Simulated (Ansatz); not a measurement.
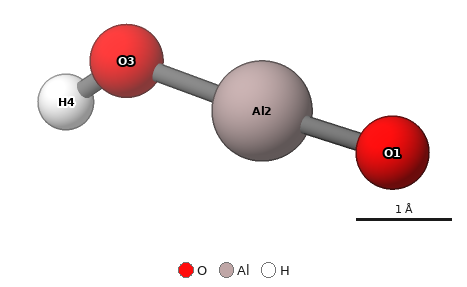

Fig. 1: The structure as given in the input (ball-and-stick view, seen at a tilt; atoms are numbered from 1 in the order of the input). Sticks mark near contacts. Bond lengths as drawn: Al–O 1.60 to 1.67 Å and H–O 0.95 Å.

Single-point calculation, with input and output: AlHO$_{2}$ (charge +1)

System: AlHO$_{2}$, charge +1, multiplicity 2.
Method: UKS r2SCAN-D4/def2-TZVPP (Ansatz 0.2.0).

The geometry is the cation at the geometry of the neutral molecule. The geometry comes from this level: PBE0-D4/def2-TZVP.

**What the program printed**
```
Functional definition: r2SCAN
  name "r2SCAN"
  cite "Furness, Kaplan, Ning, Perdew & Sun, J. Phys. Chem. Lett. 11, 8208 (2020) doi:10.1021/acs.jpclett.0c02405"
  cite "Furness, Kaplan, Ning, Perdew & Sun, J. Phys. Chem. Lett. 11, 9248 (2020) doi:10.1021/acs.jpclett.0c03077"
  parent r2scan
  parameter k0 = 0.174
  parameter k1 = 0.065
  parameter a1 = 4.9479
  exchange = r2scan_x(k0 = k0, k1 = k1, a1 = a1)
  correlation = r2scan_c
630 factors; their error is unknown
mean field evaluation 1: about -10675.9349 eV, gradient 8.2e1 eV
mean field evaluation 2: about -10572.0033 eV, gradient 1.5e2 eV
mean field evaluation 4: about -10679.5965 eV, gradient 6.0e1 eV
mean field evaluation 8: about -10697.6665 eV, gradient 9.7e-1 eV
mean field evaluation 16: about -10697.6653 eV, gradient 3.1e-4 eV
mean field evaluation 32: about -10697.6653 eV, gradient 2.1e-6 eV
mean field evaluation 64: about -10697.6425 eV, gradient 2.3e-1 eV
mean field -10697.66525086 eV, -393.1319468311 hartree, gradient 2.1e-6 eV, S^2 0.754156; 6 other end points of the search recorded, 0 dependent functions left out
reference -10697.66526494 eV, -393.1319473486 hartree; 15, 14 occupied and 103, 104 virtual orbitals, 630 factors
Total energy: -10697.67477564 eV, -393.1322968603 hartree
```

This output came from the following input.

**The input**
```yaml
crystal:
  periodic: [false, false, false]
  atoms:
    - {symbol: O, position_ang: [-1.634135, -1.286561, -0.719198]}
    - {symbol: Al, position_ang: [-0.415858, -0.428866, -0.149207]}
    - {symbol: O, position_ang: [0.880153, 0.405964, 0.483021]}
    - {symbol: H, position_ang: [1.169839, 1.309462, 0.385384]}
basis:
  gaussian: {orbitals: def2-TZVPP}
total_charge: 1
magnetization: {spin_polarized: true, initial_magnetization: 1}
hamiltonian: {xc: r2scan, dispersion: d4}
```

Launched with:
```bash
ansatz run in.yaml --threads 4 --pin off --events-out ev --progress --plain --max-ram 10444MiB
```

**Key numbers**

- outcome: converged
- total energy: −10697.6748 eV
- mean-field energy: −10697.6653 eV
- dispersion energy: −0.0095 eV
- ⟨S²⟩: 0.754
- SCF solution under orbital rotations: stable
- hardware: 4 threads of AMD EPYC, 54 GiB of memory available, shared host
- wall time: 4.8 s (CPU time 18 s)
- peak memory: 0.25 GiB
